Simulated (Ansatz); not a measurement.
# AlH₃F (doublet): correlated methods under varied settings at distance Al1–H4 along a hydrogen transfer = 1.769 Å

What do other methods and options give for AlH₃F (doublet) at this geometry, and how long do they take?

Computed with Ansatz 0.2.0, Gaussian basis. Level: the settings change from run to run.

19 further runs of the same task are left out: 9 for a known fault of the program, 8 that didn't finish, 2 set aside as unsound or not needed.

**1. What is computed**

The geometry derives from fragments relaxed apart (PBE0/def2-TZVP) and kept rigid, so it is no stationary point. A hydrogen atom is moved between rigid fragments.

5 atoms, charge 0, spin multiplicity 2.

Atoms are counted from 1 here; the program's logs count them from 0.

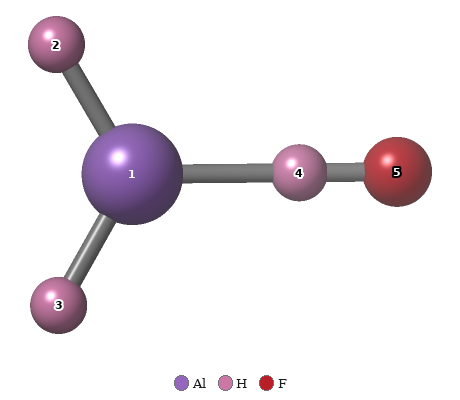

The structure; aluminium purple, hydrogen pink, fluorine red; atoms are numbered from 1 in the order of the file.

Coordinates:

```xyz
5

Al   -1.0916    0.0000    0.0000
H    -1.8846    1.3734    0.0000
H    -1.8846   -1.3734    0.0000
H     0.6774    0.0000    0.0000
F     1.7144    0.0000    0.0000
```

**2. MP2 on UHF/6-31G***

Input file in.yaml:

```yaml
crystal:
  periodic: [false, false, false]
  atoms:
    - {symbol: Al, position_ang: [-1.091633, 0.000000, 0.000000]}
    - {symbol: H, position_ang: [-1.884557, 1.373384, 0.000000]}
    - {symbol: H, position_ang: [-1.884557, -1.373384, 0.000000]}
    - {symbol: H, position_ang: [0.677367, 0.000000, 0.000000]}
    - {symbol: F, position_ang: [1.714367, 0.000000, 0.000000]}
basis:
  gaussian: {orbitals: "6-31G*"}
magnetization: {spin_polarized: true, initial_magnetization: 1}
correlation: {method: mp2, electrons: valence}
accuracy: high
```

Run with:

```sh
$ ansatz run in.yaml --threads 1 --pin off --events-out ev --progress --plain --max-ram 2393MiB
```

The program printed:

```text
Functional definition: HF
  name "HF"
  cite "Fock, Z. Phys. 61, 126 (1930) doi:10.1007/BF01340294"
  parent pbe
  exchange = exact_x
  correlation = 0
736 factors; integrals over basis functions are off by at most 3.4e-9 eV
mean field evaluation 1: about -9331.0942 eV, gradient 1.8e1 eV
mean field evaluation 2: about -9331.1145 eV, gradient 1.8e1 eV
mean field evaluation 4: about -9332.8646 eV, gradient 1.9e0 eV
mean field evaluation 8: about -9332.9281 eV, gradient 1.4e-1 eV
mean field -9332.92855945 eV, -342.9787984736 hartree, gradient 4.3e-8 eV, S^2 0.762877; 0 other end points of the search recorded, 0 dependent functions left out
6 core orbitals not correlated: weight in the atoms' cores, before any rotation towards them, 1.000 or more for the frozen orbitals, at most 0.000 for the correlated occupied ones
reference -9332.92855945 eV, -342.9787984736 hartree; 7, 6 occupied and 27, 28 virtual orbitals, 736 factors
second order -6.19209052 eV of doubles, -0.00000000 eV of singles
Total energy: -9339.12064997 eV, -343.2063536032 hartree
```

Run time: 0.45 s. Hardware: 1 thread of Arm Neoverse V1, shared host.

From the report: ⟨S²⟩ of the determinant 0.763 (pure doublet: 0.75).

**3. CCSD(T) on UHF/def2-mTZVP**

in.yaml, as its differences from that of step 2:

```diff
@@ -9,5 +9,5 @@
 basis:
-  gaussian: {orbitals: "6-31G*"}
+  gaussian: {orbitals: def2-mTZVP}
 magnetization: {spin_polarized: true, initial_magnetization: 1}
-correlation: {method: mp2, electrons: valence}
-accuracy: high
+hamiltonian: {pseudopotentials: {relativity: scalar}}
+correlation: {method: ccsd_t, electrons: valence}
```

Launched as before.

The program printed (excerpt; [...] marks lines left out):

```text
Functional definition: HF
  name "HF"
  cite "Fock, Z. Phys. 61, 126 (1930) doi:10.1007/BF01340294"
  parent pbe
[...]
448 factors; integrals over basis functions are off by at most 1.4e-3 eV
[...]
mean field -9347.72781715 eV, -343.5226611626 hartree, gradient 4.8e-6 eV, S^2 0.761959; 1 other end points of the search recorded, 0 dependent functions left out
determinant -9347.72781715 eV, -343.5226611626 hartree, with singles and doubles -9355.11588093 eV, -343.7941674990 hartree
determinant -9344.82659403 eV, -343.4160431797 hartree, with singles and doubles -9352.61458420 eV, -343.7022465396 hartree
6 core orbitals not correlated: weight in the atoms' cores, before any rotation towards them, 1.000 or more for the frozen orbitals, at most 0.000 for the correlated occupied ones
reference -9347.72781715 eV, -343.5226611626 hartree; 7, 6 occupied and 37, 38 virtual orbitals, 448 factors
second order -6.94531244 eV of doubles, -0.00000000 eV of singles
cycle   1  -7.38871984 eV  change   -6.6e-4 eV  update   8.5e-4
[...]
cycle   7  -7.38891376 eV  change   -7.6e-6 eV  update   3.9e-6
perturbative correction -0.15904118 eV, -0.0058446555 hartree
Total energy: -9355.27577208 eV, -343.8000433903 hartree
Relativity: scalar
```

It took 2.4 s on 1 thread of Arm Neoverse V1, shared host.

From the report: ⟨S²⟩ of the determinant 0.762 (pure doublet: 0.75); correlation -7.5480 eV; T1 0.017; largest double amplitude 0.04.

**4. CCSDT on ROHF/6-31G**

in.yaml, as its differences from that of step 3:

```diff
@@ -9,5 +9,4 @@
 basis:
-  gaussian: {orbitals: def2-mTZVP}
-magnetization: {spin_polarized: true, initial_magnetization: 1}
-hamiltonian: {pseudopotentials: {relativity: scalar}}
-correlation: {method: ccsd_t, electrons: valence}
+  gaussian: {orbitals: 6-31G}
+magnetization: {spin_polarized: false, initial_magnetization: 1}
+correlation: {method: ccsdt, electrons: outside_noble_gas, diis_vectors: 2}
```

Launched as before.

The program printed (excerpt; [...] marks lines left out):

```text
Functional definition: HF
  name "HF"
  cite "Fock, Z. Phys. 61, 126 (1930) doi:10.1007/BF01340294"
  parent pbe
[...]
549 factors; integrals over basis functions are off by at most 1.5e-7 eV
[...]
mean field -9331.76418368 eV, -342.9360084532 hartree, gradient 2.7e-6 eV, S^2 0.750000; 1 other end points of the search recorded, 0 dependent functions left out
determinant -9331.76418368 eV, -342.9360084532 hartree, with singles and doubles -9336.79130133 eV, -343.1207516194 hartree
determinant -9329.14661435 eV, -342.8398145548 hartree, with singles and doubles -9334.64224131 eV, -343.0417751206 hartree
6 core orbitals not correlated: weight in the atoms' cores, before any rotation towards them, 1.000 or more for the frozen orbitals, at most 0.000 for the correlated occupied ones
reference -9331.76418368 eV, -342.9360084532 hartree; 7, 6 occupied and 15, 16 virtual orbitals, 549 factors
second order -4.57039290 eV of doubles, -0.04293709 eV of singles
cycle   1  -4.76512266 eV  change   -1.5e-1 eV  update   6.9e-2
[...]
cycle  25  -5.09253410 eV  change   -5.5e-7 eV  update   1.3e-6
Total energy: -9336.85671777 eV, -343.1231556294 hartree
```

Run time: 3.3 s. Hardware: 1 thread of Arm Neoverse V1, shared host.

From the report: correlation -5.0925 eV; T1 0.016; largest double amplitude 0.05.

**5. MP2 on UHF/cc-pVDZ**

in.yaml, as its differences from that of step 4:

```diff
@@ -9,4 +9,5 @@
 basis:
-  gaussian: {orbitals: 6-31G}
-magnetization: {spin_polarized: false, initial_magnetization: 1}
-correlation: {method: ccsdt, electrons: outside_noble_gas, diis_vectors: 2}
+  gaussian: {orbitals: cc-pVDZ}
+magnetization: {spin_polarized: true, initial_magnetization: 1}
+correlation: {method: mp2, electrons: valence}
+output: {forces: true}
```

Same command.

The program printed (excerpt; [...] marks lines left out):

```text
Functional definition: HF
  name "HF"
  cite "Fock, Z. Phys. 61, 126 (1930) doi:10.1007/BF01340294"
  parent pbe
[...]
437 factors; integrals over basis functions are off by at most 1.9e-3 eV
[...]
mean field -9333.77216929 eV, -343.0098005633 hartree, gradient 2.7e-6 eV, S^2 0.762356; 0 other end points of the search recorded, 0 dependent functions left out
6 core orbitals not correlated: weight in the atoms' cores, before any rotation towards them, 1.000 or more for the frozen orbitals, at most 0.000 for the correlated occupied ones
reference -9333.77216929 eV, -343.0098005633 hartree; 7, 6 occupied and 34, 35 virtual orbitals, 437 factors
second order -7.28765725 eV of doubles, -0.00000000 eV of singles
[...]
Total energy: -9341.05982654 eV, -343.2776170277 hartree
Atom 0 at    -1.091633     0.000000     0.000000 Å, force    -1.970211     0.000000     0.000000 eV/Å
Atom 1 at    -1.884557     1.373384     0.000000 Å, force     0.057468     0.084802    -0.000000 eV/Å
Atom 2 at    -1.884557    -1.373384     0.000000 Å, force     0.057468    -0.084802     0.000000 eV/Å
Atom 3 at     0.677367     0.000000     0.000000 Å, force     3.508604    -0.000000     0.000000 eV/Å
Atom 4 at     1.714367     0.000000     0.000000 Å, force    -1.653328     0.000000    -0.000000 eV/Å
Dipole moment:    -0.429509    -0.000000     0.000000 e Å
```

It took 0.73 s on 1 thread of Arm Neoverse V1, shared host.

From the report: ⟨S²⟩ of the determinant 0.762 (pure doublet: 0.75).

**6. MP2 on ROHF/cc-pVDZ**

in.yaml, as its differences from that of step 5:

```diff
@@ -9,5 +9,5 @@
 basis:
-  gaussian: {orbitals: cc-pVDZ}
-magnetization: {spin_polarized: true, initial_magnetization: 1}
-correlation: {method: mp2, electrons: valence}
+  gaussian: {orbitals: cc-pVDZ, point_charges: [{charge: 1.00, position_ang: [6.541, -0.094, -0.444]}]}
+magnetization: {spin_polarized: false, initial_magnetization: 1}
+correlation: {method: mp2, electrons: all}
 output: {forces: true}
```

The command is unchanged.

The program printed (excerpt; [...] marks lines left out):

```text
Functional definition: HF
  name "HF"
  cite "Fock, Z. Phys. 61, 126 (1930) doi:10.1007/BF01340294"
  parent pbe
[...]
437 factors; integrals over basis functions are off by at most 1.8e-3 eV
[...]
mean field -9333.94527174 eV, -343.0161619613 hartree, gradient 1.1e-6 eV, S^2 0.750000; 0 other end points of the search recorded, 0 dependent functions left out
[...]
reference -9333.94527174 eV, -343.0161619613 hartree; 13, 12 occupied and 34, 35 virtual orbitals, 437 factors
second order -7.54242221 eV of doubles, -0.04611587 eV of singles
[...]
Total energy: -9341.53380982 eV, -343.2950355920 hartree
Atom 0 at    -1.091633     0.000000     0.000000 Å, force    -2.134863     0.002568     0.008814 eV/Å
Atom 1 at    -1.884557     1.373384     0.000000 Å, force     0.153697     0.081909    -0.001254 eV/Å
Atom 2 at    -1.884557    -1.373384     0.000000 Å, force     0.153536    -0.083473    -0.001303 eV/Å
Atom 3 at     0.677367     0.000000     0.000000 Å, force     2.734993     0.000373    -0.001640 eV/Å
Atom 4 at     1.714367     0.000000     0.000000 Å, force    -0.811905    -0.003689    -0.016264 eV/Å
Dipole moment:    -0.538536     0.000978     0.004211 e Å
```

It took 0.94 s on 1 thread of Arm Neoverse V1, shared host.

**7. NEVPT2(7,6)/6-31G***

in.yaml, as its differences from that of step 6:

```diff
@@ -9,5 +9,6 @@
 basis:
-  gaussian: {orbitals: cc-pVDZ, point_charges: [{charge: 1.00, position_ang: [6.541, -0.094, -0.444]}]}
+  gaussian: {orbitals: "6-31G*"}
 magnetization: {spin_polarized: false, initial_magnetization: 1}
-correlation: {method: mp2, electrons: all}
+hamiltonian: {pseudopotentials: {relativity: scalar}}
+correlation: {method: sc_nevpt2, electrons: outside_noble_gas, active_space: {window: {electrons: 7, orbitals: 6}}}
 output: {forces: true}
```

Launched as before.

The program printed (excerpt; [...] marks lines left out):

```text
Functional definition: HF
  name "HF"
  cite "Fock, Z. Phys. 61, 126 (1930) doi:10.1007/BF01340294"
  parent pbe
[...]
386 factors; integrals over basis functions are off by at most 5.9e-4 eV
[...]
mean field -9345.79605408 eV, -343.4516701793 hartree, gradient 1.4e-6 eV, S^2 0.750000; 0 other end points of the search recorded, 0 dependent functions left out
reference -9345.79605408 eV, -343.4516701793 hartree; 13, 12 occupied and 27, 28 virtual orbitals, 386 factors
state -9347.29716893 eV, -343.5068351327 hartree
state -9347.29716893 eV, -343.5068351327 hartree; corrected -9351.89393002 eV, -343.6757629869 hartree
state -9346.91518032 eV, -343.4927973102 hartree
state -9346.91518032 eV, -343.4927973102 hartree; corrected -9352.18182703 eV, -343.6863430068 hartree
state -9346.91518032 eV, -343.4927973102 hartree; corrected -9352.18182703 eV, -343.6863430068 hartree
[...]
WARN: the results are in doubt because the forces break the atoms' symmetry
WARN: the results are in doubt because another end's mean lies 0.382 eV lower, and its corrected mean 0.288 eV higher
Total energy: -9352.18182703 eV, -343.6863430068 hartree
Relativity: scalar
Atom 0 at    -1.091633     0.000000     0.000000 Å, force    -1.979365    -0.159409     0.000000 eV/Å
Atom 1 at    -1.884557     1.373384     0.000000 Å, force    -0.079679     0.292479    -0.000000 eV/Å
Atom 2 at    -1.884557    -1.373384     0.000000 Å, force     0.051865    -0.095776    -0.000000 eV/Å
Atom 3 at     0.677367     0.000000     0.000000 Å, force     2.739869    -0.077105    -0.000000 eV/Å
Atom 4 at     1.714367     0.000000     0.000000 Å, force    -0.732691     0.039811     0.000000 eV/Å
Dipole moment:    -0.468109     0.007353    -0.000000 e Å
In doubt: the forces break the atoms' symmetry
In doubt: another end's mean lies 0.382 eV lower, and its corrected mean 0.288 eV higher
```

It took 4 s on 1 thread of Arm Neoverse V1, shared host.

From the report: 300 determinants; active occupations 2.00, 1.98, 1.97, 1.00, 0.03, 0.02. The program marks this result as in doubt; its last lines say why.

**8. CCSD(T) on ROHF/def2-mTZVP**

in.yaml, as its differences from that of step 7:

```diff
@@ -9,6 +9,7 @@
 basis:
-  gaussian: {orbitals: "6-31G*"}
+  gaussian: {orbitals: def2-mTZVP, point_charges: [{charge: -1.00, position_ang: [5.872, -0.978, 0.022]}]}
 magnetization: {spin_polarized: false, initial_magnetization: 1}
-hamiltonian: {pseudopotentials: {relativity: scalar}}
-correlation: {method: sc_nevpt2, electrons: outside_noble_gas, active_space: {window: {electrons: 7, orbitals: 6}}}
+hamiltonian: {pseudopotentials: {relativity: none}}
+correlation: {method: ccsd_t, electrons: outside_noble_gas}
+scf: {lower_state_search: light}
 output: {forces: true}
```

The command is unchanged.

The program printed (excerpt; [...] marks lines left out):

```text
Functional definition: HF
  name "HF"
  cite "Fock, Z. Phys. 61, 126 (1930) doi:10.1007/BF01340294"
  parent pbe
[...]
449 factors; integrals over basis functions are off by at most 1.4e-3 eV
[...]
mean field -9334.32699542 eV, -343.0301900478 hartree, gradient 3.0e-6 eV, S^2 0.750000; 1 other end points of the search recorded, 0 dependent functions left out
determinant -9334.32699542 eV, -343.0301900478 hartree, with singles and doubles -9341.81813847 eV, -343.3054844770 hartree
determinant -9331.75840071 eV, -342.9357959332 hartree, with singles and doubles -9339.64361749 eV, -343.2255723049 hartree
6 core orbitals not correlated: weight in the atoms' cores, before any rotation towards them, 1.000 or more for the frozen orbitals, at most 0.000 for the correlated occupied ones
reference -9334.32699542 eV, -343.0301900478 hartree; 7, 6 occupied and 37, 38 virtual orbitals, 449 factors
second order -7.04817617 eV of doubles, -0.04917206 eV of singles
cycle   1  -7.49179811 eV  change   -6.6e-4 eV  update   8.2e-4
[...]
cycle   9  -7.49186612 eV  change    4.1e-6 eV  update   8.7e-7
perturbative correction -0.16509729 eV, -0.0060672134 hartree
[...]
Total energy: -9341.98395884 eV, -343.3115782631 hartree
Atom 0 at    -1.091633     0.000000     0.000000 Å, force    -1.686028    -0.034359     0.000472 eV/Å
Atom 1 at    -1.884557     1.373384     0.000000 Å, force    -0.139640     0.229220    -0.000028 eV/Å
Atom 2 at    -1.884557    -1.373384     0.000000 Å, force    -0.136225    -0.208347    -0.000065 eV/Å
Atom 3 at     0.677367     0.000000     0.000000 Å, force     2.998495    -0.002703    -0.000121 eV/Å
Atom 4 at     1.714367     0.000000     0.000000 Å, force    -1.136470     0.046603    -0.000993 eV/Å
Dipole moment:    -0.368342    -0.015722     0.000288 e Å
```

It took 7 s on 1 thread of Arm Neoverse V1, shared host.

From the report: correlation -7.6570 eV; T1 0.019; largest double amplitude 0.03.

**9. CCSDT/6-31G***

Input file in.yaml:

```yaml
crystal:
  periodic: [false, false, false]
  atoms:
    - {symbol: Al, position_ang: [-1.091633, 0.000000, 0.000000]}
    - {symbol: H, position_ang: [-1.884557, 1.373384, 0.000000]}
    - {symbol: H, position_ang: [-1.884557, -1.373384, 0.000000]}
    - {symbol: H, position_ang: [0.677367, 0.000000, 0.000000]}
    - {symbol: F, position_ang: [1.714367, 0.000000, 0.000000]}
basis:
  gaussian: {orbitals: "6-31G*"}
magnetization: {spin_polarized: false, initial_magnetization: 1}
hamiltonian: {xc: {name: PBE}}
correlation: {method: ccsdt, electrons: outside_noble_gas, diis_vectors: 1}
scf: {lower_state_search: off}
```

Same command.

The program printed (excerpt; [...] marks lines left out):

```text
Functional definition: PBE
  name "PBE"
  cite "Perdew, Burke & Ernzerhof, Phys. Rev. Lett. 77, 3865 (1996) doi:10.1103/PhysRevLett.77.3865"
  parent pbe
[...]
678 factors; integrals over basis functions are off by at most 2.4e-7 eV
[...]
mean field -9352.74297334 eV, -343.7069647532 hartree, gradient 1.2e-6 eV, S^2 0.750000; 0 other end points of the search recorded, 0 dependent functions left out
6 core orbitals not correlated: weight in the atoms' cores, before any rotation towards them, 1.000 or more for the frozen orbitals, at most 0.000 for the correlated occupied ones
reference -9332.22642265 eV, -342.9529954222 hartree; 7, 6 occupied and 27, 28 virtual orbitals, 678 factors
second order -6.64770736 eV of doubles, -0.43198700 eV of singles
cycle   1  -7.02432343 eV  change    4.9e-2 eV  update   8.4e-2
[...]
cycle  29  -7.45809154 eV  change   -7.6e-9 eV  update   1.1e-6
Total energy: -9339.68451419 eV, -343.2270752309 hartree
Checks for a lower state left out: stability, starts, cluster_reference, orbital_swaps, neighbouring_geometries, increment
```

It took 15 s on 1 thread of Arm Neoverse V1, shared host.

From the report: correlation -7.4581 eV; T1 0.023; largest double amplitude 0.05. The orbitals are Kohn-Sham ones, so correlation energy and T1 don't compare with those on Hartree-Fock orbitals.

**10. All runs side by side**

Where basis and cores are those of an earlier UCCSDT(Q)/cc-pVDZ run (-9341.8676 eV), and the state is the same kind, the miss against it is given. † marks a result that the program doubts.

| level | correlated | functions | energy (eV) | from UCCSDT(Q) (meV) | time |
| --- | --- | --- | --- | --- | --- |
| MP2 on UHF/6-31G* | valence | 40 | -9339.1206 |  | 0.45 s |
| CCSD(T) on UHF/def2-mTZVP (relativity set) | valence | 50 | -9355.2758 |  | 2.4 s |
| CCSDT on ROHF/6-31G | outside noble gas | 28 | -9336.8567 |  | 3.3 s |
| MP2 on UHF/cc-pVDZ | valence | 47 | -9341.0598 | 807.8 | 0.73 s |
| MP2 on ROHF/cc-pVDZ (beside a point charge) | all | 47 | -9341.5338 |  | 0.94 s |
| NEVPT2(7,6)/6-31G* (relativity set) † | outside noble gas | 40 | -9352.1818 |  | 4 s |
| CCSD(T) on ROHF/def2-mTZVP (beside a point charge) | outside noble gas | 50 | -9341.9840 |  | 7 s |
| CCSDT/6-31G* (on PBE orbitals) | outside noble gas | 40 | -9339.6845 |  | 15 s |

**11. Summary of results**

| quantity | value |
| --- | --- |
| runs | 8 |
| quickest | MP2 on UHF/6-31G*, 0.45 s |
| slowest | CCSDT/6-31G* (on PBE orbitals), 15 s |

Total energies in different bases, with other cores or another treatment of relativity can't be set against each other. CCSDT/6-31G* (on PBE orbitals) took 33 times as long as MP2 on UHF/6-31G*; the jobs differ in more than the method.
